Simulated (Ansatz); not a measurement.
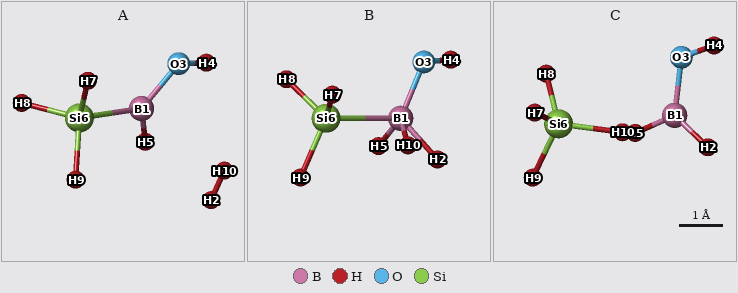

3 geometries from a converged minimum-energy path of BSiH7O, made up at the start of BH₃O and SiH4, shuffled. A ball-and-stick model, seen at a tilt.

Method: RKS PBE-D4/cc-pVDZ (Ansatz). Run with 5 movable images; climbing image; force threshold 0.03 eV/Å; iteration limit 60; starting path through a guess of the saddle point.

Which frame is the top of the path?

B. In order along the path, whose images run from 0 to 6: C (image 1, +0.02 eV), B (image 3, +0.97 eV), A (image 6, +0.36 eV). Breaking: B1–H2 (1.22 → 1.32 at the top → 3.22 Å), Si6–H10 (1.51 → 2.02 at the top → 3.63 Å). Forming: B1–Si6 (3.56 → 2.11 at the top → 2.04 Å), H2–H10 (2.93 → 1.11 at the top → 0.77 Å).

Limits of the set-up: the start holds two separate molecules, 2.8 Å apart at their closest, whose relative position is a soft coordinate.

The run took 86 s on 1 thread of AMD EPYC 9R45 96-Core Processor (Zen 5), with other jobs on the host, peak memory 0.14 GiB.
